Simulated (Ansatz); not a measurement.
Run report: BH2ClF2, molecular dynamics (part 1 of 3)

The run: molecular dynamics of BH2ClF2. Method and program: RKS B3LYP-D4/def2-SVP (Ansatz 0.2.0).

It belongs to a series of runs on one base structure; here: dynamics from the highest image of the converged band. Figures and captions count atoms from 1; the log counts them from 0 in places.

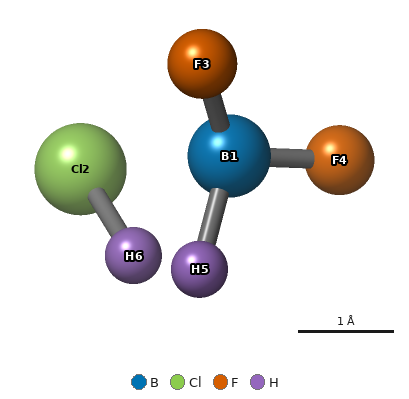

The structure as given in the input (ball-and-stick view, seen at a tilt; atoms are numbered from 1 in the order of the input).

Summary

```json
{"quantity": "outcome", "value": "finished"}
{"quantity": "mean temperature over the second half", "value": "1928 K"}
{"quantity": "trajectory", "value": "200 steps, 100 fs"}
{"quantity": "ensemble", "value": "nve"}
{"quantity": "temperature in the input", "value": "300.0 K"}
{"quantity": "time step", "value": "0.5 fs"}
{"quantity": "potential energy (last step)", "value": "−18660.2216 eV"}
{"quantity": "mean-field energy (last step)", "value": "−18660.1399 eV"}
{"quantity": "largest force (length of the vector) (last step)", "value": "0.948 eV/Å"}
{"quantity": "hardware", "value": "1 thread of Intel Xeon (Granite Rapids), 192 GiB of memory available, shared host"}
{"quantity": "wall time", "value": "3.6 min"}
{"quantity": "peak memory", "value": "0.14 GiB"}
```

Notes

So short a trajectory is not equilibrated.

Input file
```yaml
crystal:
  periodic: [false, false, false]
  atoms:
    - { symbol: B, position_ang: [0.016872, -0.285271, 0.041203] }
    - { symbol: Cl, position_ang: [-0.002193, 0.16025, 2.110629] }
    - { symbol: F, position_ang: [1.163863, 0.129394, -0.475573] }
    - { symbol: F, position_ang: [-1.146725, 0.0684, -0.483721] }
    - { symbol: H, position_ang: [0.050537, -1.594767, 0.29235] }
    - { symbol: H, position_ang: [0.035447, -1.148608, 1.241411] }
basis:
  gaussian: { orbitals: def2-SVP }
hamiltonian:
  xc: b3lyp
  dispersion: d4
md:
  timestep: 0.5
  n_steps: 200
  ensemble: nve
  temperature: 300.0
  initial_velocities: maxwell_boltzmann
  seed: 5884
```

Command:
```bash
ansatz run input.yaml --threads 1 --pin off --max-ram 2048MiB --backend cpu --events-out ev --progress --plain --runs-dir out
```

Output
```
Engine: ansatz 0.2.0, x86_64-unknown-linux-gnu
Functional definition: B3LYP
  parameter a0 = 0.2
  parameter ax = 0.72
  parameter ac = 0.81
  exchange = (1 - a0 - ax)*slater_x + ax*b88_x + a0*exact_x
  correlation = (1 - ac)*vwn_rpa_c + ac*lyp_c
730 factors; integrals over basis functions are off by at most 4.4e-4 eV
mean field evaluation 1: about -18657.2650 eV, gradient 3.5e1 eV
mean field evaluation 2: about -18655.0689 eV, gradient 5.3e1 eV
mean field evaluation 4: about -18659.0994 eV, gradient 5.4e-1 eV
mean field evaluation 8: about -18659.1410 eV, gradient 8.6e-2 eV
mean field -18659.14100456 eV, -685.7107842975 hartree, gradient 9.3e-6 eV, S^2 0.000000; 0 other end points of the search recorded, 0 dependent functions left out
the calculation of the forces begins
reference -18659.14118637 eV, -685.7107909788 hartree; 21, 21 occupied and 49, 49 virtual orbitals, 730 factors
md step     0: t =     0.00 fs  T =   300.0 K  F+E_penalty+E_count = -18659.28692534 eV  E_kin = 0.155112 eV  conserved = -18659.13181334 eV  (26 SCF iters)
these checks for a lower state are left out or cut short: starts, cluster_reference, orbital_swaps, neighbouring_geometries, increment
730 factors; integrals over basis functions are off by at most 4.7e-4 eV
mean field evaluation 16: about -18659.0944 eV, gradient 8.4e-1 eV
mean field -18659.13819376 eV, -685.7106810025 hartree, gradient 5.6e-6 eV, S^2 0.000000; 0 other end points of the search recorded, 0 dependent functions left out
the calculation of the forces begins
reference -18659.13837607 eV, -685.7106877024 hartree; 21, 21 occupied and 49, 49 virtual orbitals, 730 factors
md step     1: t =     0.50 fs  T =   294.8 K  F+E_penalty+E_count = -18659.28420415 eV  E_kin = 0.152445 eV  conserved = -18659.13175958 eV  (30 SCF iters, 3 dispersion substeps)
[... from here on the SCF iterations and repeated set-up lines of each step are left out, up to the last step ...]
md step     2: t =     1.00 fs  T =   280.3 K  F+E_penalty+E_count = -18659.27660989 eV  E_kin = 0.144926 eV  conserved = -18659.13168421 eV  (32 SCF iters, 3 dispersion substeps)
md step     3: t =     1.50 fs  T =   258.5 K  F+E_penalty+E_count = -18659.26523297 eV  E_kin = 0.133635 eV  conserved = -18659.13159816 eV  (32 SCF iters, 3 dispersion substeps)
md step     4: t =     2.00 fs  T =   231.8 K  F+E_penalty+E_count = -18659.25135285 eV  E_kin = 0.119842 eV  conserved = -18659.13151054 eV  (31 SCF iters, 3 dispersion substeps)
md step     5: t =     2.50 fs  T =   202.8 K  F+E_penalty+E_count = -18659.23629171 eV  E_kin = 0.104864 eV  conserved = -18659.13142821 eV  (32 SCF iters, 3 dispersion substeps)
md step     6: t =     3.00 fs  T =   174.0 K  F+E_penalty+E_count = -18659.22130148 eV  E_kin = 0.089946 eV  conserved = -18659.13135557 eV  (32 SCF iters, 3 dispersion substeps)
md step     7: t =     3.50 fs  T =   147.4 K  F+E_penalty+E_count = -18659.20749001 eV  E_kin = 0.076195 eV  conserved = -18659.13129519 eV  (24 SCF iters, 3 dispersion substeps)
md step     8: t =     4.00 fs  T =   124.8 K  F+E_penalty+E_count = -18659.19578015 eV  E_kin = 0.064532 eV  conserved = -18659.13124828 eV  (25 SCF iters, 3 dispersion substeps)
md step     9: t =     4.50 fs  T =   107.7 K  F+E_penalty+E_count = -18659.18689224 eV  E_kin = 0.055677 eV  conserved = -18659.13121521 eV  (23 SCF iters, 3 dispersion substeps)
md step    10: t =     5.00 fs  T =    97.0 K  F+E_penalty+E_count = -18659.18134036 eV  E_kin = 0.050145 eV  conserved = -18659.13119580 eV  (23 SCF iters, 3 dispersion substeps)
md step    11: t =     5.50 fs  T =    93.3 K  F+E_penalty+E_count = -18659.17943609 eV  E_kin = 0.048247 eV  conserved = -18659.13118953 eV  (22 SCF iters, 3 dispersion substeps)
md step    12: t =     6.00 fs  T =    96.9 K  F+E_penalty+E_count = -18659.18129572 eV  E_kin = 0.050100 eV  conserved = -18659.13119571 eV  (23 SCF iters, 3 dispersion substeps)
md step    13: t =     6.50 fs  T =   107.6 K  F+E_penalty+E_count = -18659.18684867 eV  E_kin = 0.055635 eV  conserved = -18659.13121347 eV  (23 SCF iters, 3 dispersion substeps)
md step    14: t =     7.00 fs  T =   125.0 K  F+E_penalty+E_count = -18659.19584666 eV  E_kin = 0.064605 eV  conserved = -18659.13124184 eV  (24 SCF iters, 3 dispersion substeps)
md step    15: t =     7.50 fs  T =   148.1 K  F+E_penalty+E_count = -18659.20787488 eV  E_kin = 0.076595 eV  conserved = -18659.13127977 eV  (25 SCF iters, 3 dispersion substeps)
md step    16: t =     8.00 fs  T =   176.1 K  F+E_penalty+E_count = -18659.22236882 eV  E_kin = 0.091043 eV  conserved = -18659.13132631 eV  (32 SCF iters, 3 dispersion substeps)
md step    17: t =     8.50 fs  T =   207.4 K  F+E_penalty+E_count = -18659.23863665 eV  E_kin = 0.107256 eV  conserved = -18659.13138029 eV  (31 SCF iters, 3 dispersion substeps)
md step    18: t =     9.00 fs  T =   240.7 K  F+E_penalty+E_count = -18659.25588652 eV  E_kin = 0.124446 eV  conserved = -18659.13144097 eV  (27 SCF iters, 3 dispersion substeps)
md step    19: t =     9.50 fs  T =   274.1 K  F+E_penalty+E_count = -18659.27325308 eV  E_kin = 0.141745 eV  conserved = -18659.13150809 eV  (32 SCF iters, 3 dispersion substeps)
md step    20: t =    10.00 fs  T =   306.1 K  F+E_penalty+E_count = -18659.28982173 eV  E_kin = 0.158241 eV  conserved = -18659.13158033 eV  (30 SCF iters, 3 dispersion substeps)
md step    21: t =    10.50 fs  T =   334.6 K  F+E_penalty+E_count = -18659.30466047 eV  E_kin = 0.173005 eV  conserved = -18659.13165553 eV  (30 SCF iters, 3 dispersion substeps)
md step    22: t =    11.00 fs  T =   358.1 K  F+E_penalty+E_count = -18659.31686775 eV  E_kin = 0.185139 eV  conserved = -18659.13172836 eV  (30 SCF iters, 3 dispersion substeps)
md step    23: t =    11.50 fs  T =   375.0 K  F+E_penalty+E_count = -18659.32565770 eV  E_kin = 0.193867 eV  conserved = -18659.13179039 eV  (30 SCF iters, 3 dispersion substeps)
md step    24: t =    12.00 fs  T =   384.2 K  F+E_penalty+E_count = -18659.33049363 eV  E_kin = 0.198665 eV  conserved = -18659.13182899 eV  (30 SCF iters, 3 dispersion substeps)
md step    25: t =    12.50 fs  T =   385.8 K  F+E_penalty+E_count = -18659.33127748 eV  E_kin = 0.199450 eV  conserved = -18659.13182754 eV  (30 SCF iters, 3 dispersion substeps)
md step    26: t =    13.00 fs  T =   380.7 K  F+E_penalty+E_count = -18659.32858523 eV  E_kin = 0.196817 eV  conserved = -18659.13176861 eV  (30 SCF iters, 3 dispersion substeps)
md step    27: t =    13.50 fs  T =   371.9 K  F+E_penalty+E_count = -18659.32390405 eV  E_kin = 0.192265 eV  conserved = -18659.13163909 eV  (30 SCF iters, 3 dispersion substeps)
md step    28: t =    14.00 fs  T =   364.3 K  F+E_penalty+E_count = -18659.31978275 eV  E_kin = 0.188342 eV  conserved = -18659.13144095 eV  (30 SCF iters, 3 dispersion substeps)
md step    29: t =    14.50 fs  T =   364.6 K  F+E_penalty+E_count = -18659.31974075 eV  E_kin = 0.188537 eV  conserved = -18659.13120356 eV  (30 SCF iters, 3 dispersion substeps)
md step    30: t =    15.00 fs  T =   380.6 K  F+E_penalty+E_count = -18659.32775755 eV  E_kin = 0.196767 eV  conserved = -18659.13099066 eV  (30 SCF iters, 3 dispersion substeps)
md step    31: t =    15.50 fs  T =   418.5 K  F+E_penalty+E_count = -18659.34726502 eV  E_kin = 0.216377 eV  conserved = -18659.13088762 eV  (30 SCF iters, 3 dispersion substeps)
md step    32: t =    16.00 fs  T =   481.4 K  F+E_penalty+E_count = -18659.37985813 eV  E_kin = 0.248895 eV  conserved = -18659.13096339 eV  (30 SCF iters, 3 dispersion substeps)
md step    33: t =    16.50 fs  T =   566.8 K  F+E_penalty+E_count = -18659.42429068 eV  E_kin = 0.293064 eV  conserved = -18659.13122629 eV  (30 SCF iters, 3 dispersion substeps)
md step    34: t =    17.00 fs  T =   666.8 K  F+E_penalty+E_count = -18659.47639310 eV  E_kin = 0.344786 eV  conserved = -18659.13160752 eV  (31 SCF iters, 3 dispersion substeps)
md step    35: t =    17.50 fs  T =   770.0 K  F+E_penalty+E_count = -18659.53013402 eV  E_kin = 0.398143 eV  conserved = -18659.13199118 eV  (31 SCF iters, 3 dispersion substeps)
md step    36: t =    18.00 fs  T =   864.8 K  F+E_penalty+E_count = -18659.57938748 eV  E_kin = 0.447118 eV  conserved = -18659.13226906 eV  (25 SCF iters, 3 dispersion substeps)
md step    37: t =    18.50 fs  T =   942.3 K  F+E_penalty+E_count = -18659.61960383 eV  E_kin = 0.487222 eV  conserved = -18659.13238182 eV  (31 SCF iters, 3 dispersion substeps)
md step    38: t =    19.00 fs  T =   998.8 K  F+E_penalty+E_count = -18659.64876223 eV  E_kin = 0.516434 eV  conserved = -18659.13232852 eV  (30 SCF iters, 3 dispersion substeps)
md step    39: t =    19.50 fs  T =  1035.3 K  F+E_penalty+E_count = -18659.66745468 eV  E_kin = 0.535309 eV  conserved = -18659.13214612 eV  (30 SCF iters, 3 dispersion substeps)
md step    40: t =    20.00 fs  T =  1056.9 K  F+E_penalty+E_count = -18659.67835248 eV  E_kin = 0.546465 eV  conserved = -18659.13188780 eV  (30 SCF iters, 3 dispersion substeps)
md step    41: t =    20.50 fs  T =  1071.1 K  F+E_penalty+E_count = -18659.68540089 eV  E_kin = 0.553796 eV  conserved = -18659.13160454 eV  (30 SCF iters, 3 dispersion substeps)
md step    42: t =    21.00 fs  T =  1086.3 K  F+E_penalty+E_count = -18659.69301344 eV  E_kin = 0.561675 eV  conserved = -18659.13133866 eV  (30 SCF iters, 3 dispersion substeps)
md step    43: t =    21.50 fs  T =  1110.7 K  F+E_penalty+E_count = -18659.70538322 eV  E_kin = 0.574259 eV  conserved = -18659.13112421 eV  (31 SCF iters, 3 dispersion substeps)
md step    44: t =    22.00 fs  T =  1150.6 K  F+E_penalty+E_count = -18659.72592185 eV  E_kin = 0.594932 eV  conserved = -18659.13099005 eV  (30 SCF iters, 3 dispersion substeps)
md step    45: t =    22.50 fs  T =  1210.4 K  F+E_penalty+E_count = -18659.75678955 eV  E_kin = 0.625828 eV  conserved = -18659.13096183 eV  (30 SCF iters, 3 dispersion substeps)
md step    46: t =    23.00 fs  T =  1290.9 K  F+E_penalty+E_count = -18659.79848822 eV  E_kin = 0.667427 eV  conserved = -18659.13106162 eV  (30 SCF iters, 3 dispersion substeps)
md step    47: t =    23.50 fs  T =  1389.1 K  F+E_penalty+E_count = -18659.84953046 eV  E_kin = 0.718228 eV  conserved = -18659.13130266 eV  (30 SCF iters, 3 dispersion substeps)
md step    48: t =    24.00 fs  T =  1498.1 K  F+E_penalty+E_count = -18659.90626748 eV  E_kin = 0.774589 eV  conserved = -18659.13167852 eV  (30 SCF iters, 3 dispersion substeps)
md step    49: t =    24.50 fs  T =  1607.0 K  F+E_penalty+E_count = -18659.96303784 eV  E_kin = 0.830889 eV  conserved = -18659.13214846 eV  (30 SCF iters, 3 dispersion substeps)
md step    50: t =    25.00 fs  T =  1702.4 K  F+E_penalty+E_count = -18660.01285634 eV  E_kin = 0.880234 eV  conserved = -18659.13262273 eV  (30 SCF iters, 3 dispersion substeps)
md step    51: t =    25.50 fs  T =  1771.4 K  F+E_penalty+E_count = -18660.04883932 eV  E_kin = 0.915879 eV  conserved = -18659.13296055 eV  (30 SCF iters, 3 dispersion substeps)
md step    52: t =    26.00 fs  T =  1805.2 K  F+E_penalty+E_count = -18660.06636088 eV  E_kin = 0.933363 eV  conserved = -18659.13299814 eV  (30 SCF iters, 3 dispersion substeps)
md step    53: t =    26.50 fs  T =  1804.2 K  F+E_penalty+E_count = -18660.06546977 eV  E_kin = 0.932847 eV  conserved = -18659.13262264 eV  (26 SCF iters, 3 dispersion substeps)
md step    54: t =    27.00 fs  T =  1780.4 K  F+E_penalty+E_count = -18660.05242328 eV  E_kin = 0.920543 eV  conserved = -18659.13188051 eV  (30 SCF iters, 3 dispersion substeps)
md step    55: t =    27.50 fs  T =  1755.6 K  F+E_penalty+E_count = -18660.03878255 eV  E_kin = 0.907739 eV  conserved = -18659.13104315 eV  (30 SCF iters, 3 dispersion substeps)
md step    56: t =    28.00 fs  T =  1753.7 K  F+E_penalty+E_count = -18660.03725248 eV  E_kin = 0.906735 eV  conserved = -18659.13051778 eV  (29 SCF iters, 3 dispersion substeps)
md step    57: t =    28.50 fs  T =  1789.2 K  F+E_penalty+E_count = -18660.05568753 eV  E_kin = 0.925089 eV  conserved = -18659.13059840 eV  (30 SCF iters, 3 dispersion substeps)
md step    58: t =    29.00 fs  T =  1859.8 K  F+E_penalty+E_count = -18660.09284641 eV  E_kin = 0.961597 eV  conserved = -18659.13124942 eV  (30 SCF iters, 3 dispersion substeps)
md step    59: t =    29.50 fs  T =  1947.2 K  F+E_penalty+E_count = -18660.13893041 eV  E_kin = 1.006796 eV  conserved = -18659.13213398 eV  (30 SCF iters, 3 dispersion substeps)
md step    60: t =    30.00 fs  T =  2026.2 K  F+E_penalty+E_count = -18660.18050606 eV  E_kin = 1.047650 eV  conserved = -18659.13285636 eV  (30 SCF iters, 3 dispersion substeps)
md step    61: t =    30.50 fs  T =  2075.7 K  F+E_penalty+E_count = -18660.20639659 eV  E_kin = 1.073211 eV  conserved = -18659.13318512 eV  (30 SCF iters, 3 dispersion substeps)
md step    62: t =    31.00 fs  T =  2085.3 K  F+E_penalty+E_count = -18660.21128847 eV  E_kin = 1.078184 eV  conserved = -18659.13310447 eV  (30 SCF iters, 3 dispersion substeps)
md step    63: t =    31.50 fs  T =  2056.8 K  F+E_penalty+E_count = -18660.19615893 eV  E_kin = 1.063424 eV  conserved = -18659.13273523 eV  (30 SCF iters, 3 dispersion substeps)
md step    64: t =    32.00 fs  T =  2000.5 K  F+E_penalty+E_count = -18660.16656972 eV  E_kin = 1.034336 eV  conserved = -18659.13223328 eV  (30 SCF iters, 3 dispersion substeps)
md step    65: t =    32.50 fs  T =  1931.3 K  F+E_penalty+E_count = -18660.13030926 eV  E_kin = 0.998580 eV  conserved = -18659.13172880 eV  (30 SCF iters, 3 dispersion substeps)
md step    66: t =    33.00 fs  T =  1864.5 K  F+E_penalty+E_count = -18660.09534689 eV  E_kin = 0.964042 eV  conserved = -18659.13130526 eV  (30 SCF iters, 3 dispersion substeps)
md step    67: t =    33.50 fs  T =  1813.1 K  F+E_penalty+E_count = -18660.06844330 eV  E_kin = 0.937434 eV  conserved = -18659.13100943 eV  (30 SCF iters, 3 dispersion substeps)
md step    68: t =    34.00 fs  T =  1786.1 K  F+E_penalty+E_count = -18660.05434629 eV  E_kin = 0.923483 eV  conserved = -18659.13086350 eV  (30 SCF iters, 3 dispersion substeps)
md step    69: t =    34.50 fs  T =  1788.1 K  F+E_penalty+E_count = -18660.05538363 eV  E_kin = 0.924506 eV  conserved = -18659.13087733 eV  (30 SCF iters, 3 dispersion substeps)
md step    70: t =    35.00 fs  T =  1818.5 K  F+E_penalty+E_count = -18660.07128305 eV  E_kin = 0.940230 eV  conserved = -18659.13105259 eV  (30 SCF iters, 3 dispersion substeps)
md step    71: t =    35.50 fs  T =  1871.8 K  F+E_penalty+E_count = -18660.09915831 eV  E_kin = 0.967780 eV  conserved = -18659.13137859 eV  (25 SCF iters, 3 dispersion substeps)
md step    72: t =    36.00 fs  T =  1937.7 K  F+E_penalty+E_count = -18660.13371538 eV  E_kin = 1.001892 eV  conserved = -18659.13182329 eV  (30 SCF iters, 3 dispersion substeps)
md step    73: t =    36.50 fs  T =  2002.7 K  F+E_penalty+E_count = -18660.16781617 eV  E_kin = 1.035496 eV  conserved = -18659.13231990 eV  (30 SCF iters, 3 dispersion substeps)
md step    74: t =    37.00 fs  T =  2051.8 K  F+E_penalty+E_count = -18660.19359465 eV  E_kin = 1.060840 eV  conserved = -18659.13275448 eV  (30 SCF iters, 3 dispersion substeps)
md step    75: t =    37.50 fs  T =  2072.0 K  F+E_penalty+E_count = -18660.20427680 eV  E_kin = 1.071306 eV  conserved = -18659.13297041 eV  (29 SCF iters, 3 dispersion substeps)
md step    76: t =    38.00 fs  T =  2057.4 K  F+E_penalty+E_count = -18660.19656387 eV  E_kin = 1.063744 eV  conserved = -18659.13282028 eV  (29 SCF iters, 3 dispersion substeps)
md step    77: t =    38.50 fs  T =  2012.5 K  F+E_penalty+E_count = -18660.17279072 eV  E_kin = 1.040531 eV  conserved = -18659.13225958 eV  (29 SCF iters, 3 dispersion substeps)
md step    78: t =    39.00 fs  T =  1953.4 K  F+E_penalty+E_count = -18660.14144320 eV  E_kin = 1.009999 eV  conserved = -18659.13144375 eV  (30 SCF iters, 3 dispersion substeps)
md step    79: t =    39.50 fs  T =  1903.1 K  F+E_penalty+E_count = -18660.11471277 eV  E_kin = 0.983993 eV  conserved = -18659.13071940 eV  (30 SCF iters, 3 dispersion substeps)
md step    80: t =    40.00 fs  T =  1881.7 K  F+E_penalty+E_count = -18660.10335488 eV  E_kin = 0.972911 eV  conserved = -18659.13044414 eV  (29 SCF iters, 3 dispersion substeps)
md step    81: t =    40.50 fs  T =  1896.8 K  F+E_penalty+E_count = -18660.11148873 eV  E_kin = 0.980743 eV  conserved = -18659.13074565 eV  (30 SCF iters, 3 dispersion substeps)
md step    82: t =    41.00 fs  T =  1940.5 K  F+E_penalty+E_count = -18660.13473336 eV  E_kin = 1.003293 eV  conserved = -18659.13144068 eV  (30 SCF iters, 3 dispersion substeps)
md step    83: t =    41.50 fs  T =  1993.3 K  F+E_penalty+E_count = -18660.16281649 eV  E_kin = 1.030628 eV  conserved = -18659.13218825 eV  (30 SCF iters, 3 dispersion substeps)
```
